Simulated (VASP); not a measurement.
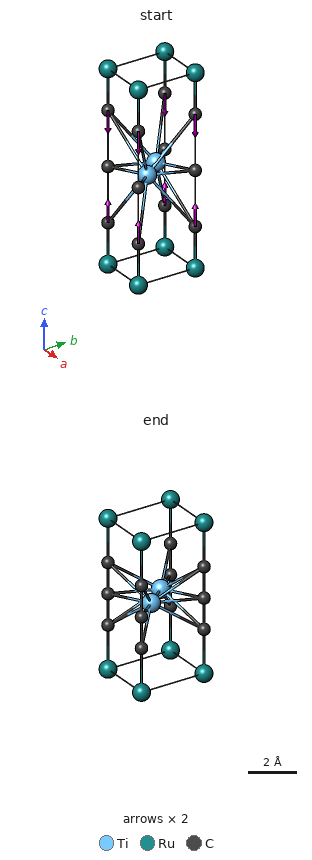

The structure of crystalline Ti2RuC3 (a generated structure, set up in P6/mmm) before (top) and after (bottom) a relaxation, at one scale. The purple arrows give the displacements (the part carried along by the change of the cell is left out), magnified 2 times.

A ball-and-stick model of the cell of the calculation, seen slightly off an axis.

The run lets cell and atoms move.

The calculation used Kohn-Sham DFT of a periodic cell, PBE, VASP PAW PBE potentials, recommended (VASP).

Input
```
  ALGO = Fast
  EDIFF = 1E-4
  EDIFFG = -0.08
  ENCUT = 520
  GGA = PE
  IBRION = 2
  ISIF = 3
  ISMEAR = 0
  LASPH = T
  LCHARG = F
  LREAL = F
  LWAVE = F
  NELM = 60
  NSW = 24
  PREC = Normal
  SIGMA = 0.15
```

Launched with:
```bash
cat potpaw_PBE.64/Ti_sv/POTCAR potpaw_PBE.64/Ru_pv/POTCAR potpaw_PBE.64/C/POTCAR > POTCAR
mpirun -np 1 vasp_std > vasp.out
```

Q: Summarise the run.

A: The relaxation stopped without meeting its thresholds, so the last structure isn't shown to be converged. The largest moves relative to the cell, 0.52 Å, are those of C atoms. Ru and Ti stay in place. The drawn cell changes as follows: a = b 3.692 → 4.063 Å (+10.0 %), c 8.420 → 6.501 Å (−22.8 %); the volume changes by −6.5 %. Some distances before and after: C–C 2.422 → 1.347 Å, C–Ti 3.226 → 2.705 Å, C–Ti 2.132 → 2.346 Å, Ti–Ti 2.132 → 2.346 Å. New bonds form: C–C (2.42 → 1.35 Å). The space group stays P6/mmm (No. 191). After 23 geometry steps the energy has fallen by 1119 meV per atom. Largest force component: 2.6 eV/Å at the start, 0.084 eV/Å at the end. Pressure: 5.53 GPa at the start and −0.42 GPa at the end.

Limits of the set-up: layers or molecules are held without a dispersion correction, so their spacing is unreliable.
